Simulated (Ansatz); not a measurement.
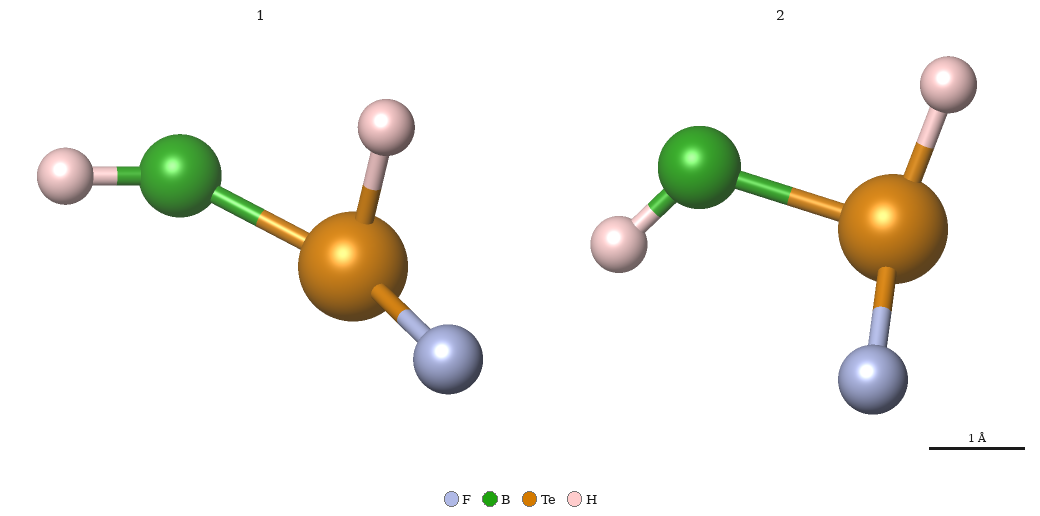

Two geometries of BH₂TeF, drawn at one scale. One is the start of a relaxation, the other its converged end. The picture is a ball-and-stick view, seen at a tilt.

Computed with Ansatz, RKS PBE-D4/def2-SVP. Set-up: force threshold 0.03 eV/Å; at most 250 steps.

Question: Which of the two is the end point?

Answer: Structure 1 is the relaxed one. It is one of the separated reactants of a reaction. Over 10 geometry steps the energy falls by 124.9 kJ/mol. Largest force component: 2.4 eV/Å at the start, 0.019 eV/Å at the end. The atom that moves furthest after the best rigid fit is the F atom (1.05 Å). By element the largest moves are F 1.05 Å, H 0.80 Å, Te 0.46 Å, B 0.44 Å. Near-neighbour distances that change, for instance: F–Te 1.980 → 2.070 Å, B–Te 2.143 → 2.108 Å, H–Te 1.658 → 1.691 Å, B–H 1.196 → 1.216 Å. Among the angles between lasting bonds that change: F–Te–H 131.2° → 88.4°, F–Te–B 100.3° → 142.5°, Te–B–H 118.8° → 145.8°.
